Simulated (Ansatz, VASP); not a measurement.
# CdSe: VASP beside Ansatz

Aim: how closely do two programs agree when they are given the same cell, functional and k mesh?

Program: Ansatz 0.2.0. Level of theory: plane waves, with VASP 6.6.1 beside it; G0W0 gap at PBE. Results are calculated unless marked as measured.

**1. The structure**

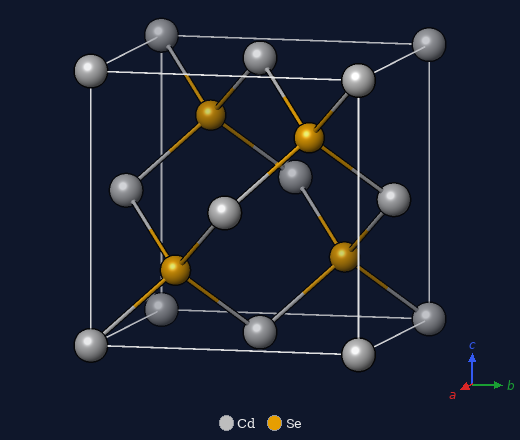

The cell as given, slightly off an axis (cadmium light grey, selenium orange). This picture shows the conventional cell, with its axes. Bonds to atoms that aren't drawn are left out. Some periodic images of atoms are drawn too.

As a file:

```cif
data_structure
_symmetry_space_group_name_H-M 'F-43m'
_symmetry_Int_Tables_number 216
_cell_length_a 6.1405
_cell_length_b 6.1405
_cell_length_c 6.1405
_cell_angle_alpha 90.000
_cell_angle_beta 90.000
_cell_angle_gamma 90.000
_cell_volume 231.54
loop_
_atom_site_label
_atom_site_type_symbol
_atom_site_symmetry_multiplicity
_atom_site_Wyckoff_symbol
_atom_site_fract_x
_atom_site_fract_y
_atom_site_fract_z
_atom_site_occupancy
Cd1 Cd 4 a 0.00000 0.00000 0.00000 1
Se1 Se 4 d 0.25000 0.25000 0.75000 1
```

**2. Ansatz: G0W0 gap, PBE**

Ansatz runs on its default PAW (the set named soft_2) files.

Quasiparticle shifts depend on high empty states and on the cores, so they are the hardest test of two PAW sets.

input.yaml reads:

```yaml
crystal:
  lattice:
    - [0.0, 3.0702711986, 3.0702711986]
    - [3.0702711986, 0.0, 3.0702711986]
    - [3.0702711986, 3.0702711986, 0.0]
  atoms:
    - { symbol: Cd, position: [0.0, 0.0, 0.0] }
    - { symbol: Se, position: [0.25, 0.25, 0.25] }
hamiltonian:
  xc: pbe
  pseudopotentials: { kind: paw }
kpoints:
  mp_grid: { grid: [6, 6, 6] }
scf:
  occupations: { method: fixed }
gw:
  n_empty_bands: 367
  ecut_chi: 200.0
  qp_bands: [v2, c2]
  qp_kpoints: band_edges
  screening: { model: contour_deformation }
```

Run with:

```console
$ ansatz run input.yaml --threads 4 --pin off --max-ram 9216MiB --backend cpu --events-out ev --progress --plain --runs-dir out
```

Numbers of over 12 decimals in the logs are rounded to 6 here.

The log of the run:

```text
Engine: ansatz 0.2.0, aarch64-unknown-linux-gnu
Pseudopotentials: kind: paw
Pseudopotential: Cd, paw, valence charge 20, recommended cutoff 420 eV (normal), Cd.paw.azcp
Pseudopotential: Se, paw, valence charge 16, recommended cutoff 420 eV (normal), Se.paw.azcp
Functional definition: PBE
  parameter kappa = 0.804
  parameter beta = 0.066725
  exchange = pbe_x(kappa = kappa, mu = beta*pi^2/3)
  correlation = pbe_c(beta = beta)
Crystal: 2 atoms, lattice volume = 57.884 Å³
Basis set: ecut = 420 eV, 1139 PW (Γ)
Bands: 22, of which v1, the nominal top of the filled ones, is band 18 counted from 1 (17 counted from 0)
Symmetry: 24 space group operations
Space group: F-43m (ITA 216), of the structure as read, at distance tolerance 3.9e-5 Å
k-points: 16 of 216 (time reversal used)
Non-local potential: Cd, projectors of the file, l = 0: 3, l = 1: 2, l = 2: 2, l = 3: 1
Non-local potential: Se, projectors of the file, l = 0: 2, l = 1: 2, l = 2: 3, l = 3: 1
PAW form: soft (Blöchl's): semilocal exchange-correlation on the pseudo side does not see the compensation charge
PAW one-centre angular grid: Cd, 590 points (default); XC on 64 Gauss nodes
PAW one-centre angular grid: Se, 590 points (default); XC on 64 Gauss nodes
Initial density: superposition of atomic densities (neutral atoms: chi_scale 0, normalization atom), corrected by the library's trained network
Initial wavefunctions: pseudopotential atomic-orbital guess
Functional: x = pbe(κ = 0.804, μ = 0.219515), c = pbe(β = 0.066725)
SCF iter   1: F=—  HF=-13724.785618 eV  |F-HF|=—  |Δ(HF+E_count)|=         —  Δρ=9.37e-4  dr2=1.08e-3  ethr=1.77e-3  ⟨swp⟩=4.8  Hψ=1295  notcnv=0  defer=28
preconditioner: auto → none  [insulator: Δε(μ)=0.536 eV  Ē_g=12.030 eV  n_scr=14 (ndim 8)  ℏωp=20.7 eV  f_vac=0.215  ε∞_Penn≈4.0]
SCF iter   2: F=—  HF=-13724.786066 eV  |F-HF|=—  |Δ(HF+E_count)|=   4.48e-4  Δρ=3.64e-4  dr2=6.54e-5  ethr=3.01e-6  ⟨swp⟩=2.0  Hψ=661  notcnv=0  defer=27
SCF iter   3: F=—  HF=-13724.786097 eV  |F-HF|=—  |Δ(HF+E_count)|=   3.15e-5  Δρ=1.49e-4  dr2=1.23e-5  ethr=1.82e-7  ⟨swp⟩=2.0  Hψ=650  notcnv=0  defer=27
SCF iter   4: F=—  HF=-13724.786121 eV  |F-HF|=—  |Δ(HF+E_count)|=   2.37e-5  Δρ=6.68e-5  dr2=2.83e-6  ethr=3.42e-8  ⟨swp⟩=2.0  Hψ=495  notcnv=0  defer=29
SCF iter   5: F=—  HF=-13724.786129 eV  |F-HF|=—  |Δ(HF+E_count)|=   8.05e-6  Δρ=1.69e-5  dr2=1.56e-7  ethr=7.86e-9  ⟨swp⟩=2.0  Hψ=496  notcnv=0  defer=31
SCF iter   6: F=-13724.786129 eV  HF=-13724.786129 eV  |F-HF|=1.20e-8  |Δ(HF+E_count)|=   4.50e-7  Δρ=3.27e-6  dr2=5.22e-9  ethr=2.78e-10  ⟨swp⟩=5.7  Hψ=1175  notcnv=0
SCF 1 converged in 6 iterations: F = -13724.786129 eV  dr2 = 5.22e-9
  greatest PAW one-centre occupation: 1.000 electrons in one spin orbital (limit 2), on the Cd atom at site 0 (counted from 0), in its partial waves of l = 0
NSCF: frozen V_eff on 16 k-points
G₀W₀ screening: q 1/16
G₀W₀ screening: q 2/16 (q-point 6)
G₀W₀ screening: q 3/16 (q-point 7)
G₀W₀ screening: q 4/16 (q-point 8)
G₀W₀ screening: q 5/16 (q-point 11)
G₀W₀ screening: q 6/16 (q-point 14)
G₀W₀ screening: q 7/16 (q-point 15)
G₀W₀ screening: q 8/16 (q-point 9)
G₀W₀ screening: q 9/16 (q-point 12)
G₀W₀ screening: q 10/16 (q-point 16)
G₀W₀ screening: q 11/16 (q-point 2)
G₀W₀ screening: q 12/16 (q-point 3)
G₀W₀ screening: q 13/16 (q-point 5)
G₀W₀ screening: q 14/16 (q-point 10)
G₀W₀ screening: q 15/16 (q-point 4)
G₀W₀ screening: q 16/16 (q-point 13)
G₀W₀ self-energy: k 1/8
G₀W₀ self-energy: k 2/8
G₀W₀ self-energy: k 3/8
G₀W₀ self-energy: k 4/8
G₀W₀ self-energy: k 5/8
G₀W₀ self-energy: k 6/8
G₀W₀ self-energy: k 7/8
G₀W₀ self-energy: k 8/8
NSCF: frozen V_eff on 1 k-points
NSCF: frozen V_eff on 1 k-points
SCF converged after 6 iterations
Free energy (F): -13724.786129 eV
Harris-Foulkes:  -13724.786129 eV  (|F-HF|=1.20e-8)
Internal energy: -13724.786129 eV  (E = F + TS)
E sigma→0 (E₀):  -13724.786129 eV
Fermi energy:    7.074228 eV
--- Per-component energies (eV) ---
  E_band       = -902.111522
  E_kinetic    = 623.390608
  E_local      = -6441.868393  (includes V_loc(G=0)·N_el)
  E_nonlocal   = -562.247127
  E_hartree    = 3059.829411
  E_xc         = -280.847372
  E_vxc        = -319.658218  (∫ρ·V_xc dr)
  E_paw        = -5994.756293  (= ΣΔE_a)
  E_vpaw       = -321.384747  (= ΣTr[D̂ρ^β])
  E_aug_tail   = -0.000610  (compensation charges beyond the density's cutoff)
  E_ewald      = -4128.286353
  E_smearing   = -0.000000  (= −TS)
  E_closure    = 0.000000  (closes the sum)
  Σ components = -13724.786129   (vs F -13724.786129, Δ=0.00e0)
--- Band table (eV; the first three rows and the last of 16) ---
  k-point 0: bands = [... 14 lower, -0.4201, 7.0742, 7.0742, 7.0742, 7.6228, 13.0133, 13.0133, 13.0133]
  k-point 1: bands = [... 14 lower, -0.4208, 5.4097, 6.8763, 6.8763, 8.9265, 12.7576, 13.3246, 13.3246]
  k-point 2: bands = [... 14 lower, -0.3979, 3.6720, 6.5253, 6.5253, 9.4411, 13.5613, 13.5716, 13.5716]
  k-point 15: bands = [... 14 lower, 0.0013, 3.1987, 5.0411, 5.0648, 11.4614, 11.6253, 14.5718, 15.0721]
--- G₀W₀: contour deformation, 8 samples at zero and on the imaginary axis and 3 off it, 216 q-points, 367 empty bands' worth ---
  eigenvalues of the whole cell's RPA ε∞ on this k-mesh (on a slab, of 1 + 4πα/V) = 19.2469, 19.2469, 19.2469; static W/v taken at q = 0 is 0.051956
  bands read: the sum over 385 bands ends inside a degenerate multiplet in 2 slots, whose members it reads at an even weight; the widest, k=0: bands 385 to 387 (counted from 1) at 1/3 each
  gw.qp_kpoints: band_edges: 8 of 16 stored k-points solved, in 1 pass; an edge of the gap read off the rows below is read off those points alone
    valence top: of the k-points left out ik 7 came nearest to being solved in a further pass, in band 18 (counted from 1, as in the quasiparticle table): it holds the edge there only if its correction is more favourable than any solved in that band by at least 0.725 eV; those differ by 0.069 eV
    conduction bottom: of the k-points left out ik 5 came nearest to being solved in a further pass, in band 19 (counted from 1, as in the quasiparticle table): it holds the edge there only if its correction is more favourable than any solved in that band by at least 2.582 eV; those differ by 0.165 eV
  `?` marks the rows in doubt; gw_qp.tsv's column doubts and the gw_qp event give each row's grounds
    ik  band        ε_KS         Σx   Σc(E_QP)       V_xc       Z   E_QP_lin       E_QP  E_QP is
     0    17      7.0742   -19.5985     1.7906   -17.1629  0.7114     6.3535     6.4292  root ?
     0    18      7.0742   -19.5985     1.7906   -17.1629  0.7114     6.3535     6.4292  root ?
     0    19      7.6228    -9.1928    -3.4818   -12.6164  0.7455     7.5648     7.5645  root
     0    20     13.0133    -6.4924    -4.4098   -11.0061  0.7236    13.1182    13.1172  root
     1    17      6.8763   -19.2990     1.8603   -16.7823  0.7098     6.1399     6.2200  root ?
     1    18      6.8763   -19.2990     1.8603   -16.7823  0.7098     6.1399     6.2200  root ?
     1    19      8.9265   -10.0336    -3.4767   -13.4569  0.7351     8.8734     8.8730  root
     1    20     12.7576    -6.7831    -4.3711   -11.1991  0.7218    12.8026    12.8024  root
     2    17      6.5253   -18.8131     1.9893   -16.1483  0.7064     5.7618     5.8498  root ?
     2    18      6.5253   -18.8131     1.9893   -16.1483  0.7064     5.7618     5.8498  root ?
     2    19      9.4411    -8.5085    -3.9206   -12.4701  0.7385     9.4821     9.4819  root
     2    20     13.5613    -7.1727    -4.6986   -11.8454  0.6986    13.5355    13.5354  root
     3    17      6.3659   -18.5915     2.0442   -15.8639  0.7049     5.5910     5.6825  root ?
     3    18      6.3659   -18.5915     2.0442   -15.8639  0.7049     5.5910     5.6825  root ?
     3    19      9.4331    -8.2973    -3.9327   -12.2797  0.7404     9.4829     9.4827  root
     3    20     13.5185    -6.5043    -4.4244   -11.0064  0.7180    13.5968    13.5962  root
     4    17      6.5496   -18.7989     1.9580   -16.1713  0.7068     5.7942     5.8800  root ?
     4    18      6.5496   -18.7989     1.9580   -16.1713  0.7068     5.7942     5.8800  root ?
     4    19      9.4701   -10.5589    -3.5521   -14.0698  0.7288     9.4291     9.4289  root
     4    20     11.9657    -6.3005    -4.2002   -10.5454  0.7322    12.0106    12.0103  root
     8    17      5.9793   -17.9522     2.1094   -15.1576  0.7004     5.2006     5.2941  root ?
     8    18      6.7599   -19.1576     1.9098   -16.5833  0.7087     6.0119     6.0953  root ?
     8    19      9.9120    -9.6174    -3.9699   -13.6343  0.7279     9.9592     9.9589  root
     8    20     12.6196    -7.1156    -4.2825   -11.4154  0.7233    12.6370    12.6369  root
     9    17      5.6930   -17.6932     2.2651   -14.7253  0.6956     4.8887     4.9902  root ?
     9    18      5.6930   -17.6932     2.2651   -14.7253  0.6956     4.8887     4.9902  root ?
     9    19     10.5844    -6.8038    -3.8619   -10.5957  0.7375    10.5148    10.5144  root
     9    20     10.9150    -8.4207    -4.1504   -12.6747  0.7300    11.0195    11.0185  root
    12    17      5.3198   -17.1791     2.3877   -14.0775  0.6901     4.4990     4.6059  root ?
    12    18      5.3198   -17.1791     2.3877   -14.0775  0.6901     4.4990     4.6059  root ?
    12    19     10.2720    -6.0282    -3.6470    -9.5599  0.7475    10.1578    10.1567  root
    12    20     10.8106    -8.6572    -4.0968   -12.8503  0.7311    10.9076    10.9069  root
```

The job ended after 13 min (4 threads of Arm Neoverse V2, shared host; peak memory 1.2 GiB).

Reading the cycles: dr2 is the Hartree energy of the density residual (eV), the measure of convergence; HF is the Harris–Foulkes estimate of the energy, which meets the free energy F at convergence.

[end of part 1 of 2]

[Lines on the potential files, build, host, timing and source positions are cut from VASP's logs without a mark.]

[Logs are printed without paths, hosts, clocks, repeated set-up lines and the standing remarks that a program may print on its own settings, such as how far it seeks lower states.]

[Hosts, paths, dates, database ids (printed as entryN), source tags and the programs' standing remarks are cut or masked in the printed files.]
